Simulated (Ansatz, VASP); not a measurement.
## Ni (Nickel) in two plane-wave programs

Wanted: the spread between two codes on one cell, functional and k mesh. The cell comes out of the VASP series on this material, whose earlier steps may have relaxed, scaled or displaced it; both programs get it as it stands.

Method: plane waves, with VASP 6.6.1 beside it; band structure at LDA and single point at LDA, in Ansatz 0.2.0.

## (1) Set-up

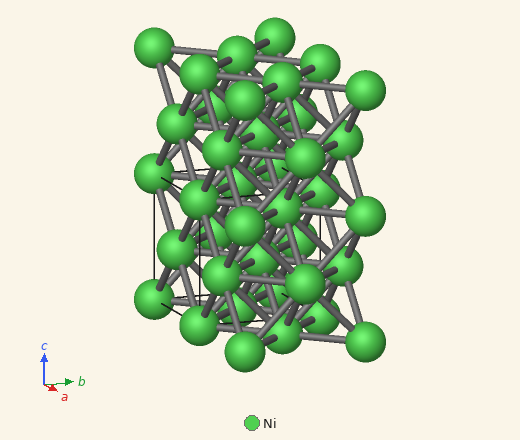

The starting structure, seen slightly off an axis (nickel green). 2×1×2 cells are drawn. This picture shows the conventional cell, with its axes. Some periodic images of atoms are drawn too.

## (2) Ansatz: band structure, LDA

Ansatz runs on its default PAW (the set named soft_2) files.

Levels along a path test the potential and the projectors away from the mesh points.

Input file input.yaml:

```yaml
crystal:
  lattice:
    - [0.0, 1.7113975412, 1.7113975412]
    - [1.7113975412, 0.0, 1.7113975412]
    - [1.7113975412, 1.7113975412, 0.0]
  atoms:
    - { symbol: Ni, position: [0.0, 0.0, 0.0], spin: 0.657 }
hamiltonian:
  xc: lda
  pseudopotentials: { kind: paw }
magnetization:
  spin_polarized: true
kpoints:
  mp_grid: { grid: [10, 10, 10] }
  band_path:
    path:
      - [0.0, 0.0, 0.0]
      - [0.16667, 0.0, 0.16667]
      - [0.33333, 0.0, 0.33333]
      - [0.5, 0.0, 0.5]
      - [0.5, 0.08333, 0.58333]
      - [0.5, 0.18333, 0.68333]
      - [0.5, 0.25, 0.75]
      - [0.45, 0.3, 0.75]
      - [0.40833, 0.34167, 0.75]
      - [0.35, 0.35, 0.7]
      - [0.225, 0.225, 0.45]
      - [0.075, 0.075, 0.15]
      - [0.03333, 0.03333, 0.03333]
      - [0.23333, 0.23333, 0.23333]
      - [0.4, 0.4, 0.4]
      - [0.51667, 0.46667, 0.51667]
      - [0.55833, 0.38333, 0.55833]
      - [0.60833, 0.28333, 0.60833]
      - [0.60833, 0.25, 0.64167]
      - [0.55833, 0.25, 0.69167]
      - [0.51667, 0.25, 0.73333]
      - [0.5, 0.3, 0.7]
      - [0.5, 0.38333, 0.61667]
      - [0.5, 0.48333, 0.51667]
      - [0.475, 0.475, 0.55]
      - [0.425, 0.425, 0.65]
      - [0.38333, 0.38333, 0.73333]
      - [0.59167, 0.18333, 0.59167]
      - [0.55, 0.1, 0.55]
      - [0.5, 0.0, 0.5]
    npoints: 1
scf:
  occupations: { method: methfessel_paxton, width: 0.2 }
  n_extra_bands: 8
output:
  forces: true
  stress: true
  eigenvalues: true
  write_density: true
  write_potential: true
  elf: true
  volumetric_format: npy
```

On the command line:

```
ansatz run input.yaml --threads 2 --pin off --max-ram 4608MiB --backend cpu --events-out ev --progress --plain --runs-dir out
```

Numbers of over 12 decimals in the logs are rounded to 6 here.

The log of the run:

```text
scf.n_extra_bands = 8 over 9 filled bands (N_el = 18.0): the run solves 17 bands
Engine: ansatz 0.2.0, aarch64-unknown-linux-gnu
Pseudopotentials: kind: paw
Pseudopotential: Ni, paw, valence charge 18, recommended cutoff 420 eV (normal), Ni.paw.azcp
Functional definition: SPW92
  exchange = slater_x
  correlation = pw_c
Crystal: 1 atoms, lattice volume = 10.025 Å³
Basis set: ecut = 420 eV, 181 PW (Γ)
Bands: 17, of which v1, the nominal top of the filled ones, is band 9 counted from 1 (8 counted from 0)
Symmetry: 48 space group operations
Space group: Fm-3m (ITA 225), of the structure as read, at distance tolerance 2.2e-5 Å
Magnetic group: BNS 225.116 (UNI 1618), of the structure as read, at distance tolerance 2.2e-5 Å
k-points: 47 of 1000
Non-local potential: Ni, projectors of the file, l = 0: 3, l = 1: 2, l = 2: 3, l = 3: 1
PAW form: soft (Blöchl's): semilocal exchange-correlation on the pseudo side does not see the compensation charge
PAW frozen core: Ni, regenerated for the run's functional, and the local potential with it (the file was generated under x = pbe(κ = 0.804, μ = 0.219515), c = pbe(β = 0.066725))
PAW one-centre angular grid: Ni, 590 points (default); XC on 64 Gauss nodes
Initial density: superposition of atomic densities (chi_scale 0.1, normalization cell)
Starting moments: Σ|m| = 0.657 μB on 1 of 1 site
Initial wavefunctions: pseudopotential atomic-orbital guess
Functional: x = slater, c = lda
SCF iter   1: F=—  HF=-5772.740453 eV  |F-HF|=—  |Δ(HF+E_count)|=         —  Δρ=1.24e-1 (↑3.72e-2 ↓1.24e-1)  dr2=1.46e0  dr2_m=1.83e-1  M=0.792 μB ∫|m|=0.839 μB  β_m=0.30  ethr=3.10e-3  ⟨swp⟩=5.1  Hψ=7804  notcnv=0  defer=37
Mixer restart at iter 1: flushing history
preconditioner: auto → none  [metal: Δε(μ)=0.019 eV  Ē_g=24.285 eV  σ=0.200 eV  W_gap=0.05  n_scr=0 (ndim 8)  ℏωp=37.1 eV  f_vac=0.000  D(μ)=1.40/eV (n_scr^D=14)]
SCF iter   2: F=—  HF=-5772.386989 eV  |F-HF|=—  |Δ(HF+E_count)|=   3.53e-1  Δρ=7.80e-2 (↑7.80e-2 ↓3.34e-2)  dr2=5.99e-1  dr2_m=5.06e-2  M=0.742 μB ∫|m|=0.782 μB  β_m=0.25  ethr=3.10e-3  ⟨swp⟩=2.9  Hψ=3529  notcnv=0  defer=251
SCF iter   3: F=—  HF=-5772.580272 eV  |F-HF|=—  |Δ(HF+E_count)|=   1.93e-1  Δρ=3.31e-2 (↑3.31e-2 ↓1.34e-2)  dr2=2.65e-2  dr2_m=4.24e-2  M=0.746 μB ∫|m|=0.793 μB  β_m=0.61  ethr=3.10e-3  ⟨swp⟩=2.1  Hψ=2446  notcnv=0  defer=245
SCF iter   4: F=—  HF=-5773.315021 eV  |F-HF|=—  |Δ(HF+E_count)|=   7.35e-1  Δρ=1.83e-2 (↑1.23e-2 ↓1.83e-2)  dr2=5.43e-2  dr2_m=1.05e-3  M=0.698 μB ∫|m|=0.749 μB  β_m=0.81  ethr=1.47e-4  ⟨swp⟩=2.2  Hψ=3175  notcnv=0  defer=174
SCF iter   5: F=—  HF=-5773.389910 eV  |F-HF|=—  |Δ(HF+E_count)|=   7.49e-2  Δρ=1.78e-2 (↑9.12e-3 ↓1.78e-2)  dr2=4.07e-2  dr2_m=2.03e-3  M=0.667 μB ∫|m|=0.719 μB  β_m=0.90  ethr=1.47e-4  ⟨swp⟩=1.0  Hψ=1886  notcnv=0  defer=135
SCF iter   6: F=—  HF=-5773.391651 eV  |F-HF|=—  |Δ(HF+E_count)|=   1.74e-3  Δρ=3.56e-3 (↑3.56e-3 ↓7.43e-4)  dr2=1.01e-3  dr2_m=2.07e-4  M=0.664 μB ∫|m|=0.716 μB  β_m=0.79  ethr=1.47e-4  ⟨swp⟩=1.9  Hψ=1839  notcnv=0  defer=85
SCF iter   7: F=—  HF=-5773.392029 eV  |F-HF|=—  |Δ(HF+E_count)|=   3.78e-4  Δρ=9.27e-4 (↑5.40e-4 ↓9.27e-4)  dr2=9.26e-6  dr2_m=4.90e-5  M=0.661 μB ∫|m|=0.714 μB  β_m=0.90  ethr=5.62e-6  ⟨swp⟩=1.9  Hψ=2029  notcnv=0  defer=88
SCF iter   8: F=—  HF=-5773.392069 eV  |F-HF|=—  |Δ(HF+E_count)|=   3.94e-5  Δρ=1.60e-4 (↑3.26e-5 ↓1.60e-4)  dr2=1.99e-6  dr2_m=4.09e-7  M=0.662 μB ∫|m|=0.715 μB  β_m=0.95  ethr=5.14e-8  ⟨swp⟩=2.1  Hψ=2092  notcnv=0  defer=88
SCF iter   9: F=—  HF=-5773.375525 eV  |F-HF|=—  |Δ(HF+E_count)|=         —  Δρ=3.76e-3 (↑3.14e-3 ↓3.76e-3)  dr2=3.04e-5  dr2_m=1.05e-3  M=0.683 μB ∫|m|=0.734 μB  β_m=0.95  ethr=1.11e-8  ⟨swp⟩=2.1  Hψ=1907  notcnv=0  defer=88
Mixer restart at iter 9: flushing history
iteration 9: the input's own smearing fills from here on; a Gaussian of 0.2 eV has filled iterations ahead of it
SCF iter  10: F=—  HF=-5773.375687 eV  |F-HF|=—  |Δ(HF+E_count)|=   1.62e-4  S|Δr|=    0.00e0  Δρ=1.79e-3 (↑1.79e-3 ↓9.98e-4)  dr2=3.54e-5  dr2_m=1.77e-4  M=0.689 μB ∫|m|=0.741 μB  β_m=0.97  ethr=1.11e-8  ⟨swp⟩=2.6  Hψ=2376  notcnv=0  defer=88
SCF iter  11: F=—  HF=-5773.376051 eV  |F-HF|=—  |Δ(HF+E_count)|=   3.64e-4  S|Δr|=    0.00e0  Δρ=3.43e-3 (↑1.94e-3 ↓3.43e-3)  dr2=1.51e-3  dr2_m=5.64e-5  M=0.697 μB ∫|m|=0.750 μB  β_m=0.62  ethr=1.11e-8  ⟨swp⟩=3.1  Hψ=3040  notcnv=0  defer=88  recentre
SCF iter  12: F=—  HF=-5773.375713 eV  |F-HF|=—  |Δ(HF+E_count)|=   3.38e-4  S|Δr|=    0.00e0  Δρ=2.23e-4 (↑1.28e-4 ↓2.23e-4)  dr2=1.88e-6  dr2_m=1.05e-6  M=0.694 μB ∫|m|=0.747 μB  β_m=0.77  ethr=1.11e-8  ⟨swp⟩=3.1  Hψ=3030  notcnv=0  defer=88
SCF iter  13: F=—  HF=-5773.375713 eV  |F-HF|=—  |Δ(HF+E_count)|=   4.13e-8  S|Δr|=    0.00e0  Δρ=2.69e-5 (↑2.69e-5 ↓1.33e-5)  dr2=1.02e-8  dr2_m=3.71e-8  M=0.694 μB ∫|m|=0.747 μB  β_m=0.89  ethr=5.56e-10  ⟨swp⟩=9.5  Hψ=10434  notcnv=0
SCF iter  14: F=-5773.375713 eV  HF=-5773.375713 eV  |F-HF|=4.33e-10  |Δ(HF+E_count)|=   1.07e-8  S|Δr|=    0.00e0  Δρ=2.85e-6 (↑2.08e-6 ↓2.85e-6)  dr2=6.69e-10  dr2_m=2.66e-10  M=0.694 μB ∫|m|=0.747 μB  ethr=5.65e-11  ⟨swp⟩=5.9  Hψ=6041  notcnv=0
SCF 1 converged in 14 iterations: F = -5773.375713 eV  dr2 = 6.69e-10
  greatest PAW one-centre occupation: 1.002 electrons in one spin orbital (limit 2), on the Ni atom at site 0 (counted from 0), in its partial waves of l = 1
this state was not tested for a lower state beside it, because cold or Methfessel-Paxton smearing, or corrected tetrahedra, fill the levels in a way that the test cannot read (fill_not_monotonic; see scf.lower_state_search)
NSCF: frozen V_eff on 30 k-points
SCF converged after 14 iterations
Magnetization: 0.6937 μB (9.3469 up, 8.6531 down)
Absolute magnetization: 0.7482 μB (∫|ρ↑−ρ↓|, with the PAW one-centre terms)
Spin contamination: 0.0041 ħ² per cell (⟨S²⟩ above its minimum at these occupations)
Per-site moments (μB) at R_I (Å): [(0.718222, 0.998366)]
Free energy (F): -5773.375713 eV
Harris-Foulkes:  -5773.375713 eV  (|F-HF|=4.33e-10)
Internal energy: -5773.373011 eV  (E = F + TS)
E sigma→0 (E₀):  -5773.375037 eV
Entropy (-TS):   -0.002701 eV (-2.701 meV/atom)
Fermi energy:    19.671343 eV
--- Per-component energies (eV) ---
  E_band       = -256.866091
  E_kinetic    = 284.437165
  E_local      = -3302.521078  (includes V_loc(G=0)·N_el)
  E_nonlocal   = 637.672808
  E_hartree    = 1378.815381
  E_xc         = -85.459129
  E_vxc        = -110.645526  (∫ρ·V_xc dr)
  E_paw        = -1562.025179  (= ΣΔE_a)
  E_vpaw       = -523.438979  (= ΣTr[D̂ρ^β])
  E_aug_tail   = 0.000694  (compensation charges beyond the density's cutoff)
  E_ewald      = -3124.727794
  E_core_change = 0.434120  (= ΣΔE_core)
  E_smearing   = -0.002701  (= −TS)
  E_closure    = -0.000000  (closes the sum)
  Σ components = -5773.375713   (vs F -5773.375713, Δ=0.00e0)
--- Forces (eV/Å), atoms counted from 1 ---
  atom   1  Ni    -0.00000000    -0.00000000    -0.00000000
  max |Σ_I F_I| component: 4.11e-33 eV/Å
--- Stress (GPa, compression-positive) ---
        0.859340      -0.000000       0.000000
        0.000000       0.859340      -0.000000
        0.000000      -0.000000       0.859340
  P = ⅓ Tr σ = 0.8593 GPa (8.593 kbar)
--- Band table (eV; the first three rows and the last of 94) ---
  k-point 0 ↑: bands = [... 5 lower, 16.9789, 16.9789, 16.9789, 18.2952, 18.2952, 43.8731, 48.3629, 48.3629, ... 4 higher]
  k-point 1 ↑: bands = [... 5 lower, 16.8672, 17.0727, 17.0727, 18.2580, 18.2580, 42.3528, 45.4743, 47.5873, ... 4 higher]
  k-point 2 ↑: bands = [... 5 lower, 16.6457, 17.2235, 17.2235, 18.2717, 18.2717, 37.4076, 44.5445, 46.5869, ... 4 higher]
  k-point 46 ↓: bands = [... 5 lower, 16.3760, 17.4195, 18.9865, 20.0932, 26.5331, 29.6756, 30.3369, 32.0198, ... 4 higher]
```

Wall time 1.9 s (2 threads of Arm Neoverse V2, shared host); peak memory 0.26 GiB; 2.9 s of CPU time.

In the SCF lines HF is the Harris–Foulkes energy and dr2 the Hartree energy of the density residual, in eV; the loop may stop once dr2 is under the threshold and the program's other checks hold. Hψ counts applications of the Hamiltonian.

## (3) VASP: band structure, LDA

The same cell, functional (in two slightly different forms), mesh and smearing now go to VASP, with its own data sets and cutoff.

Lines of VASP's logs that name or quote its potential files are left out, and so is its time.

Input file INCAR:

```
SYSTEM = Ni
PREC = Accurate
ENCUT = 400
EDIFF = 1E-06
NELM = 100
ISMEAR = 1
SIGMA = 0.2
LREAL = .FALSE.
ALGO = Normal
GGA = CA
NBANDS = 16
ISPIN = 2
MAGMOM = 0.657
LMAXMIX = 4
LORBIT = 11
LWAVE = .FALSE.
LCHARG = .FALSE.
KPAR = 2
```

Input file POSCAR:

```
Ni
1.0
    0.0000000000      1.7113975412      1.7113975412
    1.7113975412      0.0000000000      1.7113975412
    1.7113975412      1.7113975412      0.0000000000
Ni
1
Direct
    0.0000000000      0.0000000000      0.0000000000
```

Input file KPOINTS:

```
Automatic mesh
0
Gamma
10 10 10
0 0 0
```

Input file KPOINTS_OPT:

```
Line mode
16
Line-mode
Reciprocal
  0.00000000   0.00000000   0.00000000 GAMMA
  0.50000000   0.00000000   0.50000000 X

  0.50000000   0.00000000   0.50000000 X
  0.50000000   0.25000000   0.75000000 W

  0.50000000   0.25000000   0.75000000 W
  0.37500000   0.37500000   0.75000000 K

  0.37500000   0.37500000   0.75000000 K
  0.00000000   0.00000000   0.00000000 GAMMA

  0.00000000   0.00000000   0.00000000 GAMMA
  0.50000000   0.50000000   0.50000000 L

  0.50000000   0.50000000   0.50000000 L
  0.62500000   0.25000000   0.62500000 U

  0.62500000   0.25000000   0.62500000 U
  0.50000000   0.25000000   0.75000000 W

  0.50000000   0.25000000   0.75000000 W
  0.50000000   0.50000000   0.50000000 L

  0.50000000   0.50000000   0.50000000 L
  0.37500000   0.37500000   0.75000000 K

  0.62500000   0.25000000   0.62500000 U
  0.50000000   0.00000000   0.50000000 X
```

Potentials, in the order of the species: Ni (LDA family, release 64).

On the command line:

```
mpirun -np 2 vasp_std
```

The log of the run:

```text
[banner, memory and clock lines left out]
running    2 mpi-ranks, on    1 nodes
 distrk:  each k-point on    1 cores,    2 groups
 distr:  one band on    1 cores,    1 groups

 POSCAR found type information on POSCAR Ni
 POSCAR found :  1 types and       1 ions
 LDA part: xc-table for (Slater(with rela. corr.)+CA(PZ))
 , standard interpolation
 POSCAR, INCAR and KPOINTS ok, starting setup
 FFT: planning ... GRIDC
 FFT: planning ... GRID_SOFT
 FFT: planning ... GRID
 WAVECAR not read
 entering main loop
       N       E                     dE             d eps       ncg     rms          rms(c)
DAV:   1     0.253643838535E+02    0.25364E+02   -0.33707E+03  3272   0.673E+02
DAV:   2    -0.664842786749E+01   -0.32013E+02   -0.29569E+02  3544   0.136E+02
DAV:   3    -0.768957760120E+01   -0.10411E+01   -0.10300E+01  3656   0.244E+01
DAV:   4    -0.769365182428E+01   -0.40742E-02   -0.40739E-02  3840   0.143E+00
DAV:   5    -0.769367550480E+01   -0.23681E-04   -0.23681E-04  3688   0.101E-01    0.111E+01
DAV:   6    -0.688211582798E+01    0.81156E+00   -0.12602E+01  4152   0.381E+01    0.563E+00
DAV:   7    -0.660122574496E+01    0.28089E+00   -0.18796E+00  3824   0.137E+01    0.222E+00
DAV:   8    -0.658065461059E+01    0.20571E-01   -0.21315E-02  4288   0.909E-01    0.101E+00
DAV:   9    -0.657778800817E+01    0.28666E-02   -0.16695E-03  5064   0.228E-01    0.272E-01
DAV:  10    -0.657724732476E+01    0.54068E-03   -0.33707E-04  5072   0.929E-02    0.717E-02
DAV:  11    -0.657718029048E+01    0.67034E-04   -0.82008E-05  4656   0.641E-02    0.279E-02
DAV:  12    -0.657718196387E+01   -0.16734E-05   -0.15760E-06  2920   0.117E-02    0.125E-02
DAV:  13    -0.657718225779E+01   -0.29392E-06   -0.11681E-06  2520   0.866E-03
   1 F= -.65771823E+01 E0= -.65762040E+01  d E =-.293486E-02  mag=     0.6592
 Start KPOINTS_OPT (optional k-point list driver)
k-point batch [1-47\160]
       N       E                     dE             ncg
DAV:   1     0.548894330940E+04   -0.15623E+05     3144
DAV:   2     0.377144877537E+04   -0.17175E+04     3496
DAV:   3     0.371565152365E+04   -0.55797E+02     3880
DAV:   4     0.371545739266E+04   -0.19413E+00     3840
DAV:   5     0.371545629523E+04   -0.10974E-02     3944
DAV:   6     0.371545628763E+04   -0.75941E-05     3472
DAV:   7     0.371545628750E+04   -0.13727E-06     3192
[...]
k-point batch [142-160\160]
       N       E                     dE             ncg
DAV:   1     0.159371529186E+05   -0.80867E+04     1288
DAV:   2     0.152221600566E+05   -0.71499E+03     1480
DAV:   3     0.151991876378E+05   -0.22972E+02     1536
DAV:   4     0.151991111735E+05   -0.76464E-01     1536
DAV:   5     0.151991108102E+05   -0.36330E-03     1568
DAV:   6     0.151991108078E+05   -0.24785E-05     1392
DAV:   7     0.151991108077E+05   -0.47254E-07     1248
```

OUTCAR, selected parts (step 3):

```text
ion  position               nearest neighbor table
   1  0.000  0.000  0.000-

  LATTYP: Found a face centered cubic cell.
 ALAT       =     3.4227950824

 Subroutine GETGRP returns: Found 48 space group operations
 (whereof 48 operations were pure point group operations)

The static configuration has the point symmetry O_h .

 Found     47 irreducible k-points:

   k-points           NKPTS =     47   k-points in BZ     NKDIM =     47   number of bands    NBANDS=     16

   dimension x,y,z NGX =    16 NGY =   16 NGZ =   16
   dimension x,y,z NGXF=    32 NGYF=   32 NGZF=   32

   ENCUT  =  400.0 eV  29.40 Ry    5.42 a.u.   3.95  3.95  3.95*2*pi/ulx,y,z

   NELECT =      10.0000    total number of electrons

 k-points in reciprocal lattice and weights: Automatic mesh
   0.00000000  0.00000000  0.00000000       0.001
   0.10000000  0.00000000  0.00000000       0.008
   0.20000000  0.00000000  0.00000000       0.008
   0.30000000  0.00000000  0.00000000       0.008
   0.40000000  0.00000000  0.00000000       0.008
   0.50000000  0.00000000  0.00000000       0.004
   0.10000000  0.10000000  0.00000000       0.006
   0.20000000  0.10000000  0.00000000       0.024
   0.30000000  0.10000000  0.00000000       0.024
[...]
-0.30000000  0.40000000  0.20000000       0.024
  -0.30000000  0.50000000  0.20000000       0.012

 average (electrostatic) potential at core
       1 -80.9733

 E-fermi :  10.2600

 spin component 1
 k-point     1 :       0.0000    0.0000    0.0000
  band No.  band energies     occupation
    ...
      2       7.6435      1.00000
      3       7.6435      1.00000
      4       7.6435      1.00000
      5       8.9467      1.00000
      6       8.9467      1.00000
      7      34.7059      0.00000
      8      39.1151      0.00000
      9      39.1151      0.00000
     10      39.1151      0.00000
     11      42.3787      0.00000
    ...

 k-point     2 :       0.1000    0.0000    0.0000
  band No.  band energies     occupation
    ...
      2       7.5323      1.00000
      3       7.7364      1.00000
      4       7.7364      1.00000
      5       8.9096      1.00000
      6       8.9096      1.00000
      7      33.1741      0.00000
      8      36.2644      0.00000
      9      38.4153      0.00000
     10      38.4153      0.00000
     11      43.4393      0.00000
    ...

 k-point     3 :       0.2000    0.0000    0.0000
  band No.  band energies     occupation
    ...
      2       7.3134      1.00000
      3       7.8858      1.00000
      4       7.8858      1.00000
      5       8.9233      1.00000
      6       8.9233      1.00000
      7      28.1529      0.00000
      8      35.3742      0.00000
      9      37.4402      0.00000
     10      37.4402      0.00000
     11      43.4638      0.00000
    ...

 k-point     4 :       0.3000    0.0000    0.0000
  band No.  band energies     occupation
    ...
      2       7.3966      1.00000
      3       7.8425      1.00000
      4       7.8425      1.00000
      5       9.2032      1.00000
      6       9.2032      1.00000
      7      23.0583      0.00000
      8      34.4118      0.00000
      9      36.7519      0.00000
     10      36.7519      0.00000
     11      41.6227      0.00000
    ...

 k-point     5 :       0.4000    0.0000    0.0000
  band No.  band energies     occupation
    ...
      2       7.7017      1.00000
      3       7.7017      1.00000
      4       8.5856      1.00000
      5       9.5678      1.00001
      6       9.5678      1.00001
      7      18.7197      0.00000
      8      33.5309      0.00000
      9      36.3693      0.00000
     10      36.3693      0.00000
     11      39.8612      0.00000
    ...

 k-point     6 :       0.5000    0.0000    0.0000
  band No.  band energies     occupation
    ...
      2       7.6373      1.00000
      3       7.6373      1.00000
      4       9.7255      1.00052
      5       9.7255      1.00052
      6       9.8311      1.00487
      7      16.5507      0.00000
      8      33.1898      0.00000
      9      36.2485      0.00000
     10      36.2485      0.00000
     11      39.2213      0.00000
    ...

  Total       -0.0060754     -0.0060754     -0.0060754      0.0000000      0.0000000      0.0000000
  in kB       -0.9709666     -0.9709666     -0.9709666      0.0000000      0.0000000      0.0000000
  external PRESSURE =      -0.9709666 kB  Pullay stress =       0.0000000 kB

  energy-cutoff  :      400.00
  volume of cell :       10.02
      direct lattice vectors                 reciprocal lattice vectors
     0.000000000  1.711397541  1.711397541    -0.292158887  0.292158887  0.292158887
     1.711397541  0.000000000  1.711397541     0.292158887 -0.292158887  0.292158887
     1.711397541  1.711397541  0.000000000     0.292158887  0.292158887 -0.292158887

 POSITION                                       TOTAL-FORCE (eV/Angst)
 -----------------------------------------------------------------------------------
      0.00000      0.00000      0.00000         0.000000      0.000000     -0.000000
 -----------------------------------------------------------------------------------
    total drift:                                0.000000      0.000000      0.000000

  FREE ENERGIE OF THE ION-ELECTRON SYSTEM (eV)
  ---------------------------------------------------
  free  energy   TOTEN  =        -6.5771822578 eV

  energy  without entropy=       -6.5742473930  energy(sigma->0) =       -6.57620397

 total charge
# of ion       s       p       d       tot
------------------------------------------
    1        0.537   0.575   8.362   9.474

 magnetization (x)
# of ion       s       p       d       tot
------------------------------------------
    1       -0.003  -0.017   0.678   0.658

[... 6 further parts left out ...]
```

The run ends at a pressure of -0.10 GPa.

(Part 1 of 2 ends here.)

[Lines on the potential files, build, host, timing and source positions are cut from VASP's logs without a mark.]

[Logs are printed without paths, hosts, clocks, repeated set-up lines and the standing remarks that a program may print on its own settings, such as how far it seeks lower states.]

[Hosts, paths, dates, database ids (printed as entryN), source tags and the programs' standing remarks are cut or masked in the printed files.]
